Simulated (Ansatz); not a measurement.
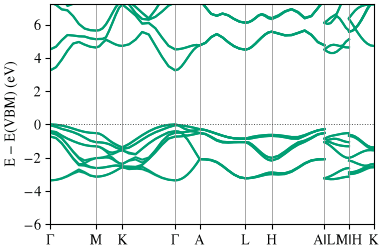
Band structure from the program Ansatz at the r²SCAN with spin–orbit coupling level (PAW)

Problem. Read off the gap and where the band edges lie.

Solution. About 3.2 eV (3.25 eV by a search for the band edges); maximum at Γ, minimum at Γ.

The material is MgSe (wurtzite, P6_3mc).

The workflow started from a Materials Project entry (that database holds measured and hypothetical structures alike); the Crystallography Open Database copy checked does not list it. COD files the formula under space group No. 225. Its standing as an ambient phase is unchecked. The r²SCAN relaxation kept the symmetry of its start; whether a distortion lowers the energy is not shown.

Potentials: the earlier of the program's two PAW sets.
